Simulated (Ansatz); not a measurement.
Ligand exchange: C3H8S + C2H8SiTe → C2H8SSi + C3H8Te

Species: C3H8S (ethyl methyl sulfide) `CCSC`, singlet; C2H8SiTe `CC[Te][SiH3]`, singlet; C2H8SSi `CCS[SiH3]`, singlet; C3H8Te `CC[Te]C`, singlet. The partners trade CH3 for SiH3: S–CH3 and Te–SiH3 bonds give way to S–SiH3 and Te–CH3.

Shapes, held fixed at every level: PBE0-D4/def2-TZVP. Flexible molecules stand in one conformer, not always the lowest. Programs: Ansatz 0.2.0. The zero-point and thermal change to 298 K, harmonic and unscaled (PBE0-D4/def2-TZVP), is -0.9 kJ/mol.

```json
{"level": "HF/def2-TZVPP", "kind": "Hartree–Fock", "ΔH(298 K) (kJ/mol)": "-8.8", "less CCSD(T)/def2-TZVPP": "+3.1"}
{"level": "SPW92/def2-TZVPP", "kind": "LDA", "ΔH(298 K) (kJ/mol)": "-0.8", "less CCSD(T)/def2-TZVPP": "+11.1"}
{"level": "BHLYP-D4/def2-TZVPP", "kind": "global hybrid", "ΔH(298 K) (kJ/mol)": "-7.0", "less CCSD(T)/def2-TZVPP": "+4.9"}
{"level": "r2SCAN0-D4/def2-TZVPP", "kind": "global hybrid", "ΔH(298 K) (kJ/mol)": "-5.6", "less CCSD(T)/def2-TZVPP": "+6.3"}
{"level": "wB97M-V/def2-TZVPP", "kind": "range-separated hybrid", "ΔH(298 K) (kJ/mol)": "-9.0", "less CCSD(T)/def2-TZVPP": "+2.9"}
{"level": "MP2/def2-SVP", "kind": "perturbation theory", "ΔH(298 K) (kJ/mol)": "-2.4", "less CCSD(T)/def2-TZVPP": "+9.5"}
{"level": "MP2/def2-TZVPP", "kind": "perturbation theory", "ΔH(298 K) (kJ/mol)": "-11.7", "less CCSD(T)/def2-TZVPP": "+0.2"}
{"level": "CCSD(T)/def2-TZVPP", "kind": "coupled cluster or CI", "ΔH(298 K) (kJ/mol)": "-11.9", "less CCSD(T)/def2-TZVPP": "0.0"}
```

The highest level, CCSD(T)/def2-TZVPP, gives ΔH(298 K) = -11.9 kJ/mol; the levels span -11.9 to -0.8. The column of differences is taken from that level and isn't an error. No measured value is set beside it here. For atoms past krypton def2 sets carry core potentials with scalar relativity. Correlated rows may include outer-core shells of Te, which these sets cover unevenly.

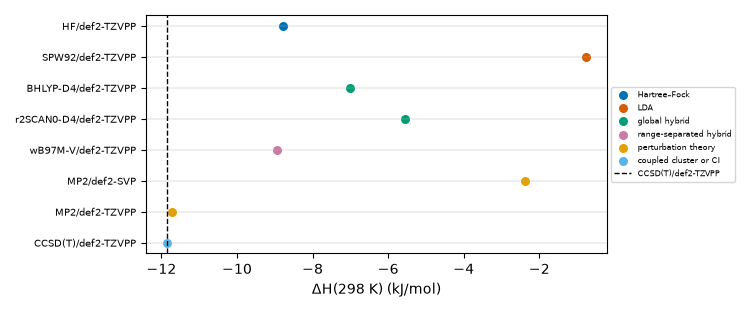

The values of the table, level by level.
